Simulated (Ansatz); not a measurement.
# Meshes and cutoff for the phonons of BeH2 (model cell, started as CdI2 type), part 2 of 3

Aim: how dense must the meshes and how high the cutoff be for the phonons of BeH2 (model cell, started as CdI2 type)?

Ansatz 0.2.0; DFT LDA, scalar-relativistic, plane waves, PAW.

So far, highest frequency on the path or at a solved wavevector (cm⁻¹): step 3 (phonons on a q mesh) 1453. The relaxed cell has a = 2.289, c = 3.917 Å (conventional setting).

The structure was built from a prototype and need not be the compound's stable phase.

## 6. Another k mesh, k-mesh 4×4×2, q mesh 2×2×2

The k mesh is changed to 4×4×2 on a small fixed q mesh, to find the coarsest that serves.

File input.yaml:

```yaml
crystal:
  lattice:
    - [2.2886762277, 0.0, 0.0]
    - [-1.1443381138, 1.9820517542, 0.0]
    - [0.0, 0.0, 3.9169799331]
  atoms:
    - { symbol: Be, position: [0.0, 0.0, 0.0] }
    - { symbol: H, position: [0.3333333333, 0.6666666667, 0.224529252] }
    - { symbol: H, position: [0.6666666667, 0.3333333333, 0.775470748] }
kpoints:
  mp_grid: { grid: [4, 4, 2] }
hamiltonian:
  xc: lda
scf:
  occupations: { method: fixed }
output:
  eigenvalues: true
phonons:
  method: dfpt
  dielectric: true
  rigid_motions: translations
  qmesh: [2, 2, 2]
  temperatures: { t_max: 1000, t_step: 50 }
  qpath:
    path:
      - [[0.0, 0.0, 0.0], [0.5, 0.0, 0.0], [0.33333333, 0.33333333, 0.0], [0.0, 0.0, 0.0], [0.0, 0.0, 0.5], [0.5, 0.0, 0.5], [0.33333333, 0.33333333, 0.5], [0.0, 0.0, 0.5]]
      - [[0.5, 0.0, 0.5], [0.5, 0.0, 0.0]]
      - [[0.33333333, 0.33333333, 0.5], [0.33333333, 0.33333333, 0.0]]
    npoints: 10
```

Run with:

```sh
$ ansatz run input.yaml --threads 8 --pin off --max-ram 14336MiB --backend cpu --events-out ev --progress --plain --runs-dir out
```

Numbers of over 12 decimals in the logs are rounded to 6 here.

The log of the run:

```text
[...]
Crystal: 3 atoms, lattice volume = 17.768 Å³
Basis set: ecut = 420 eV, 337 PW (Γ), exchange–correlation on 32×32×54 points (8 copies of the dense FFT grid, shifted against one another)
Bands: 6, of which v1, the nominal top of the filled ones, is band 2 counted from 1 (1 counted from 0)
Symmetry: 12 space group operations
k-points: 14 of 32 (irreducible under 2 space group operations, time reversal used)
[...]
SCF iter   1: F=—  HF=-119.317704 eV  |F-HF|=—  |Δ(HF+E_count)|=         —  Δρ=8.60e-3  dr2=7.70e-3  ethr=1.77e-3  ⟨swp⟩=4.6  Hψ=689  notcnv=0  defer=22
[...]
SCF iter   6: F=-119.315266 eV  HF=-119.315266 eV  |F-HF|=4.28e-12  |Δ(HF+E_count)|=  7.18e-10  Δρ=4.29e-7  dr2=1.63e-11  ethr=2.50e-12  ⟨swp⟩=6.9  Hψ=429  notcnv=0
SCF 1 converged in 6 iterations: F = -119.315266 eV  dr2 = 1.63e-11
[...]
DFPT response loops at Γ: preconditioner auto → none (the input reference at scf.mixing.eps_inf says where Resta's filter doesn't serve); β = 0.50; Broyden in place of MSR1
── the response to a field inside a basis, on 10×10×6 k-points: an SCF that follows is theirs, and a resumed run solves both again ──
Bands: 3, of which v1, the nominal top of the filled ones, is band 2 counted from 1 (1 counted from 0)
k-points: 165 of 600 (irreducible under 4 space group operations)
[...]
Eigensolver: Dense (165 Hₖ)
SCF iter   1: F=—  HF=-119.429954 eV  |F-HF|=—  |Δ(HF+E_count)|=         —  Δρ=2.99e-3  dr2=1.13e-3  ethr=1.00e-1
[...]
SCF iter   4: F=-119.429616 eV  HF=-119.429616 eV  |F-HF|=1.09e-8  |Δ(HF+E_count)|=   1.68e-7  Δρ=6.75e-6  dr2=1.53e-8  ethr=1.18e-8
SCF 1 converged in 4 iterations: F = -119.429616 eV  dr2 = 1.53e-8
[...]
WARN: field response: ε∞ stands inside a basis, on 10×10×6 points; the force constants stand on the 4×4×2 k-mesh, whose period is 7.64 times the interband length at k = (0.0000, -0.5000, -0.5000), direct gap 4.341 eV, under 14: take them and everything formed from them as unconverged, and compare with a denser kpoints.mp_grid
[...]
SCF converged after 6 iterations
Free energy (F): -119.315266 eV
[...]
Internal energy: -119.315266 eV  (E = F + TS)
E sigma→0 (E₀):  -119.315266 eV
Fermi energy:    1.621724 eV
[...]
--- Band table (eV; the first three rows and the last of 14) ---
[...]
--- Phonons (Γ-DFPT): 4 representative perturbations + reference, on 14 of 32 k-points (Σ response iterations 14) ---
  k mesh reduced under 2 symmetry operations, with k and −k counted as one. Each operation leaves every solved perturbation unchanged. A smaller set is not considered because the run solves the response to a homogeneous field
  ASR residual: 2.549e-4 → 0.000e0 eV/Å²; symmetrization residual: 1.455e-7 eV/Å²
  ASR residual per site (eV/Å²): 3.47e-5 2.55e-4 2.55e-4
  Γ frequencies (cm⁻¹): 0.00 0.00 0.00 712.53 712.53 1325.72 1325.72 1336.36 1350.61
  ε∞ (high-frequency dielectric tensor):
        6.916781    -0.000000     0.000000
       -0.000000     6.916781    -0.000000
        0.000000    -0.000000     3.812225
  ε⁰ (static dielectric tensor: ions relaxed, cell fixed):
       23.223674    -0.000000     0.000000
       -0.000000    23.223674    -0.000000
        0.000000    -0.000000     4.149065
  ε⁰ − ε∞ (ionic part):
       16.306893    -0.000000     0.000000
       -0.000000    16.306893    -0.000000
        0.000000    -0.000000     0.336841
  softest optical mode at Γ: 712.53 cm⁻¹; the repairs (sum rule, projections) moved no ω² at Γ by more than (8.31 cm⁻¹)²
  Born effective charges Z* (e; rows j = field, columns β = displacement):
    site 0:
         2.21929   -0.00000    0.00000
        -0.00000    2.21929   -0.00000
         0.00000   -0.00000    0.59822
    site 1:
        -1.10965    0.00000   -0.00000
         0.00000   -1.10965    0.00000
        -0.00000    0.00000   -0.29911
    site 2:
        -1.10965    0.00000   -0.00000
         0.00000   -1.10965    0.00000
        -0.00000    0.00000   -0.29911
  Z* charge neutrality: 1.772e-3 e pre-enforcement
  solved inside a basis spanned on kpoints, on 10×10×6 k-points, its susceptibility summed on 16×16×8: ε∞ is read to err by 2.9e-2, Z* by 1.4e-2 e (field_mesh: kpoints solves on kpoints); Z* is corrected for what the basis lacks
  optical modes at Γ without the LO–TO term, one row a degenerate level:
      ω (cm⁻¹)  modes    IR ((D/Å)²/amu)
        712.53      2           137.9446
       1325.72      2             0.0000
       1336.36      1             5.0115
       1350.61      1             0.0000
  optical modes at Γ + LO–TO along q̂ = [1.0000, 0.0000, 0.0000]:
      ω (cm⁻¹)  modes    IR ((D/Å)²/amu)
        712.53      1            68.9723
       1305.63      1            68.9723
       1325.72      2             0.0000
       1336.36      1             5.0115
       1350.61      1             0.0000
  optical modes at Γ + LO–TO along q̂ = [0.0000, 1.0000, 0.0000]:
      ω (cm⁻¹)  modes    IR ((D/Å)²/amu)
        712.53      1            68.9723
       1305.63      1            68.9723
       1325.72      2             0.0000
       1336.36      1             5.0115
       1350.61      1             0.0000
  optical modes at Γ + LO–TO along q̂ = [0.0000, 0.0000, 1.0000]:
      ω (cm⁻¹)  modes    IR ((D/Å)²/amu)
        712.53      2           137.9446
       1325.72      2             0.0000
       1350.61      1             0.0000
       1394.15      1             5.0115
--- Phonons (arbitrary-q DFPT): 4 irreducible q on the 2×2×2 mesh ---
[...]
interpolated dispersion: 94 rows × 9 modes
[...]
zero-point energy: 0.530905 eV/cell   skipped modes (ω ≤ 0): 3   left out of the sums: 2.03e-5 of the cell's modes: C_V's classical limit lies that fraction below 3 k_B per atom; for a crystal, a wire or a layer, F and S can be off by more, and a phonons.interpolated_qmesh denser along its periods is the remedy for the sampling
```

It took 7.7 s on 8 threads of Arm Neoverse V1, shared host; peak memory 0.52 GiB.

The run finished; it serves as a test, and its numbers are not taken as the result.

## 7. Another k mesh, k-mesh 6×6×4, q mesh 2×2×2

The k mesh is changed to 6×6×4 on a small fixed q mesh, to find the coarsest that serves.

Edit input.yaml of step 6 so:

```diff
@@ -10,3 +10,3 @@
 kpoints:
-  mp_grid: { grid: [4, 4, 2] }
+  mp_grid: { grid: [6, 6, 4] }
 hamiltonian:
```

The log of the run:

```text
[...]
Crystal: 3 atoms, lattice volume = 17.768 Å³
Basis set: ecut = 420 eV, 337 PW (Γ), exchange–correlation on 32×32×54 points (8 copies of the dense FFT grid, shifted against one another)
Bands: 6, of which v1, the nominal top of the filled ones, is band 2 counted from 1 (1 counted from 0)
Symmetry: 12 space group operations
k-points: 47 of 144 (irreducible under 2 space group operations, time reversal used)
[...]
SCF iter   1: F=—  HF=-119.420782 eV  |F-HF|=—  |Δ(HF+E_count)|=         —  Δρ=1.09e-2  dr2=1.26e-2  ethr=1.77e-3  ⟨swp⟩=4.6  Hψ=2304  notcnv=0  defer=75
[...]
SCF iter   6: F=-119.416648 eV  HF=-119.416648 eV  |F-HF|=1.02e-12  |Δ(HF+E_count)|=   1.32e-9  Δρ=4.24e-7  dr2=1.42e-11  ethr=2.50e-12  ⟨swp⟩=7.1  Hψ=1492  notcnv=0
SCF 1 converged in 6 iterations: F = -119.416648 eV  dr2 = 1.42e-11
[...]
Bands: 3, of which v1, the nominal top of the filled ones, is band 2 counted from 1 (1 counted from 0)
k-points: 165 of 600 (irreducible under 4 space group operations)
[...]
Eigensolver: Dense (165 Hₖ)
SCF iter   1: F=—  HF=-119.428748 eV  |F-HF|=—  |Δ(HF+E_count)|=         —  Δρ=5.30e-4  dr2=2.63e-5  ethr=1.00e-1
[...]
SCF iter   3: F=-119.428746 eV  HF=-119.428746 eV  |F-HF|=1.45e-8  |Δ(HF+E_count)|=   4.41e-7  Δρ=3.30e-5  dr2=5.54e-8  ethr=1.03e-7
SCF 1 converged in 3 iterations: F = -119.428746 eV  dr2 = 5.54e-8
[...]
SCF converged after 6 iterations
Free energy (F): -119.416648 eV
[...]
Internal energy: -119.416648 eV  (E = F + TS)
E sigma→0 (E₀):  -119.416648 eV
Fermi energy:    1.476485 eV
[...]
--- Band table (eV; the first three rows and the last of 47) ---
[...]
ASR residual: 2.490e-4 → 0.000e0 eV/Å²; symmetrization residual: 9.798e-8 eV/Å²
  ASR residual per site (eV/Å²): 5.35e-5 2.49e-4 2.49e-4
  Γ frequencies (cm⁻¹): 0.00 0.00 0.00 758.23 758.23 1309.70 1309.70 1313.16 1368.39
  ε∞ (high-frequency dielectric tensor):
        6.917054    -0.000000     0.000000
       -0.000000     6.917054    -0.000000
        0.000000    -0.000000     3.812126
  ε⁰ (static dielectric tensor: ions relaxed, cell fixed):
       21.317381    -0.000000     0.000000
       -0.000000    21.317381    -0.000000
        0.000000    -0.000000     4.160765
  ε⁰ − ε∞ (ionic part):
       14.400327    -0.000000     0.000000
       -0.000000    14.400327    -0.000000
        0.000000    -0.000000     0.348639
[...]
Born effective charges Z* (e; rows j = field, columns β = displacement):
    site 0:
         2.21926   -0.00000    0.00000
        -0.00000    2.21926   -0.00000
         0.00000   -0.00000    0.59804
    site 1:
        -1.10963    0.00000   -0.00000
         0.00000   -1.10963    0.00000
        -0.00000    0.00000   -0.29902
    site 2:
        -1.10963    0.00000   -0.00000
         0.00000   -1.10963    0.00000
        -0.00000    0.00000   -0.29902
  Z* charge neutrality: 1.954e-3 e pre-enforcement
[...]
optical modes at Γ without the LO–TO term, one row a degenerate level:
      ω (cm⁻¹)  modes    IR ((D/Å)²/amu)
        758.23      2           137.9402
       1309.70      2             0.0000
       1313.16      1             5.0085
       1368.39      1             0.0000
  optical modes at Γ + LO–TO along q̂ = [1.0000, 0.0000, 0.0000]:
      ω (cm⁻¹)  modes    IR ((D/Å)²/amu)
        758.23      1            68.9701
       1309.70      2             0.0000
       1313.16      1             5.0085
       1331.08      1            68.9701
       1368.39      1             0.0000
  optical modes at Γ + LO–TO along q̂ = [0.0000, 1.0000, 0.0000]:
      ω (cm⁻¹)  modes    IR ((D/Å)²/amu)
        758.23      1            68.9701
       1309.70      2             0.0000
       1313.16      1             5.0085
       1331.08      1            68.9701
       1368.39      1             0.0000
  optical modes at Γ + LO–TO along q̂ = [0.0000, 0.0000, 1.0000]:
      ω (cm⁻¹)  modes    IR ((D/Å)²/amu)
        758.23      2           137.9402
       1309.70      2             0.0000
       1368.39      1             0.0000
       1371.90      1             5.0085
--- Phonons (arbitrary-q DFPT): 4 irreducible q on the 2×2×2 mesh ---
[...]
interpolated dispersion: 94 rows × 9 modes
[...]
```

The job ended after 5 s (8 threads; peak memory 0.37 GiB; 21 s of CPU time).

The run finished; it serves as a test, and its numbers are not taken as the result.

## 8. Another k mesh, k-mesh 8×8×6, q mesh 2×2×2

The k mesh is changed to 8×8×6 on a small fixed q mesh, to find the coarsest that serves.

Edit input.yaml of step 7 so:

```diff
@@ -10,3 +10,3 @@
 kpoints:
-  mp_grid: { grid: [6, 6, 4] }
+  mp_grid: { grid: [8, 8, 6] }
 hamiltonian:
```

The log of the run:

```text
[...]
Crystal: 3 atoms, lattice volume = 17.768 Å³
Basis set: ecut = 420 eV, 337 PW (Γ), exchange–correlation on 32×32×54 points (8 copies of the dense FFT grid, shifted against one another)
Bands: 6, of which v1, the nominal top of the filled ones, is band 2 counted from 1 (1 counted from 0)
Symmetry: 12 space group operations
k-points: 114 of 384 (irreducible under 2 space group operations, time reversal used)
[...]
ω (cm⁻¹)  modes    IR ((D/Å)²/amu)
[...]
optical modes at Γ + LO–TO along q̂ = [0.0000, 0.0000, 1.0000]:
      ω (cm⁻¹)  modes    IR ((D/Å)²/amu)
        763.84      2           138.1087
       1307.03      2             0.0000
       1370.23      1             5.0103
       1379.02      1             0.0000
--- Phonons (arbitrary-q DFPT): 4 irreducible q on the 2×2×2 mesh ---
[...]
interpolated dispersion: 94 rows × 9 modes
[...]
[key lines of the parts left out:]
SCF converged after 6 iterations
Free energy (F): -119.425828 eV
Fermi energy:    1.588311 eV
```

Wall time 6.9 s (8 threads); peak memory 0.55 GiB.

A gap read on the k-mesh alone can miss the band edges.

The highest optical mode at the zone centre (no LO-TO term) is 1379.0 cm⁻¹, -3.7 cm⁻¹ against the base run.

The log warns of the k mesh: “the force constants stand on the 8×8×6 k-mesh, whose period is 11.01 times the interband length at k = (0.1250, 0.3750, -0.3333), direct gap 4.136 eV, under 14: take them and everything formed from them as unconverged”.

## 9. Another k mesh, q mesh 2×2×2

The k mesh is changed to 12×12×8 on a small fixed q mesh, to find the coarsest that serves.

Edit input.yaml of step 8 so:

```diff
@@ -10,3 +10,3 @@
 kpoints:
-  mp_grid: { grid: [8, 8, 6] }
+  mp_grid: { grid: [12, 12, 8] }
 hamiltonian:
```

The log of the run:

```text
[...]
Crystal: 3 atoms, lattice volume = 17.768 Å³
Basis set: ecut = 420 eV, 337 PW (Γ), exchange–correlation on 32×32×54 points (8 copies of the dense FFT grid, shifted against one another)
Bands: 6, of which v1, the nominal top of the filled ones, is band 2 counted from 1 (1 counted from 0)
Symmetry: 12 space group operations
[...]
ω (cm⁻¹)  modes    IR ((D/Å)²/amu)
[...]
optical modes at Γ + LO–TO along q̂ = [0.0000, 0.0000, 1.0000]:
      ω (cm⁻¹)  modes    IR ((D/Å)²/amu)
        765.15      2           138.0587
       1306.66      2             0.0000
       1369.87      1             5.0092
       1382.70      1             0.0000
--- Phonons (arbitrary-q DFPT): 4 irreducible q on the 2×2×2 mesh ---
[...]
interpolated dispersion: 94 rows × 9 modes
[...]
[key lines of the parts left out:]
SCF converged after 6 iterations
Free energy (F): -119.427159 eV
Fermi energy:    1.587908 eV
```

The job ended after 12 s (8 threads; peak memory 0.48 GiB).

Frequencies (cm⁻¹) solved at each irreducible wavevector; negative means imaginary. Frequencies by wavevector, by row:

```tsv
q in reciprocal lattice units	star	mode 1	mode 2	mode 3	mode 4	mode 5	mode 6	mode 7	mode 8	mode 9
0 0 0	1	0	0	0	765.1	765.1	1307	1307	1311	1383
0 0 -0.5	1	67.7	67.7	155.5	788.3	788.3	1300	1300	1375	1378
0 -0.5 0	3	318.3	352	706.4	1063	1139	1190	1214	1356	1422
0 -0.5 -0.5	3	328.9	347.8	698.3	1069	1162	1177	1204	1366	1422
```

The highest optical mode at the zone centre (no LO-TO term) is 1382.7 cm⁻¹, +0.0 cm⁻¹ against the base run.

## 10. Another k mesh, k-mesh 18×18×12, q mesh 2×2×2

The k mesh is changed to 18×18×12 on a small fixed q mesh, to find the coarsest that serves.

Edit input.yaml of step 9 so:

```diff
@@ -10,3 +10,3 @@
 kpoints:
-  mp_grid: { grid: [12, 12, 8] }
+  mp_grid: { grid: [18, 18, 12] }
 hamiltonian:
```

The log of the run:

```text
[...]
Crystal: 3 atoms, lattice volume = 17.768 Å³
Basis set: ecut = 420 eV, 337 PW (Γ), exchange–correlation on 32×32×54 points (8 copies of the dense FFT grid, shifted against one another)
Bands: 6, of which v1, the nominal top of the filled ones, is band 2 counted from 1 (1 counted from 0)
Symmetry: 12 space group operations
[...]
ω (cm⁻¹)  modes    IR ((D/Å)²/amu)
[...]
optical modes at Γ + LO–TO along q̂ = [0.0000, 0.0000, 1.0000]:
      ω (cm⁻¹)  modes    IR ((D/Å)²/amu)
        765.19      2           138.0955
       1306.68      2             0.0000
       1369.92      1             5.0135
       1382.84      1             0.0000
--- Phonons (arbitrary-q DFPT): 4 irreducible q on the 2×2×2 mesh ---
[...]
interpolated dispersion: 94 rows × 9 modes
[...]
[key lines of the parts left out:]
SCF converged after 6 iterations
Free energy (F): -119.427180 eV
Fermi energy:    1.574469 eV
```

Elapsed: 23 s, on 8 threads; peak memory 0.62 GiB; 2.4 min of CPU time.

The highest optical mode at the zone centre (no LO-TO term) is 1382.8 cm⁻¹, +0.1 cm⁻¹ against the base run.

## 11. The series together

Times are for 8 threads of Arm Neoverse V1, shared host. Results by setting:

```tsv
no.	k-mesh	lowest mode on the q mesh (acoustic modes at Γ apart) (cm⁻¹)	time	memory (GiB)
1	8×8×6	68.24	6.9 s	0.55
2	12×12×8	67.74	12 s	0.48
3	18×18×12	67.69	23 s	0.62
```

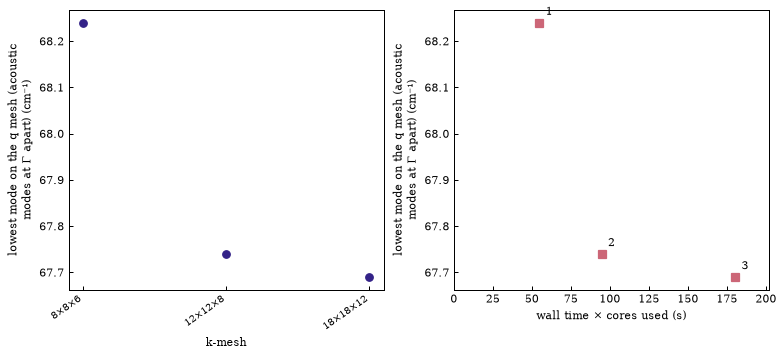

The series as plots; the last panel sets the first result against cost, with the runs numbered as in the table.

(Continued in part 3 of 3.)

[Logs are printed without paths, hosts, clocks, repeated set-up lines and the standing remarks that a program may print on its own settings, such as how far it seeks lower states.]

[Hosts, paths, dates, database ids (printed as entryN), source tags and the programs' standing remarks are cut or masked in the printed files.]
